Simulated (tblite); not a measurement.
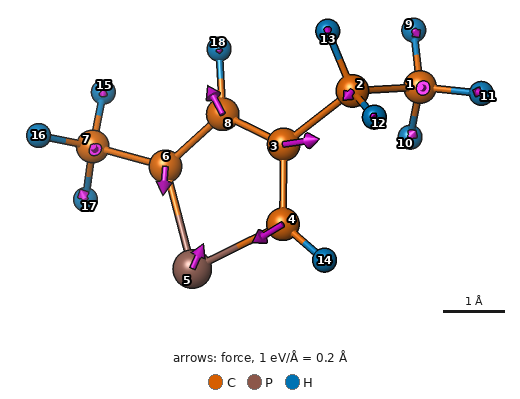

Starting geometry of C7H10P (charge −1) with the computed forces as purple arrows. The picture is a ball-and-stick view, seen at a tilt.

Computed with tblite 0.8.0, GFN2-xTB geometry optimisation, gas phase. 

**What follows when this structure is relaxed?**

It isn't relaxed: the largest force vector, on C3, is 3.70 eV/Å. The final displacements have little in common with the starting forces (cosine between the two patterns 0.18). After 115 geometry steps the energy has fallen by 16.8 kcal/mol. The largest move after the best rigid fit is that of H11, 0.75 Å. Largest moves by element: H 0.75 Å, C 0.18 Å, P 0.18 Å. Near-neighbour distances that change, for instance: C4–P5 1.854 → 1.744 Å, P5–C6 1.864 → 1.757 Å, C3–C8 1.348 → 1.402 Å, C1–H10 1.127 → 1.088 Å. Bond angles that change, for instance: C4–C3–C8 117.8° → 111.8°, C3–C4–H14 130.2° → 124.4°, C6–C7–H17 104.7° → 110.4°. Groups turn about C1–C2 by about 45°, C6–C7 by about 35°.
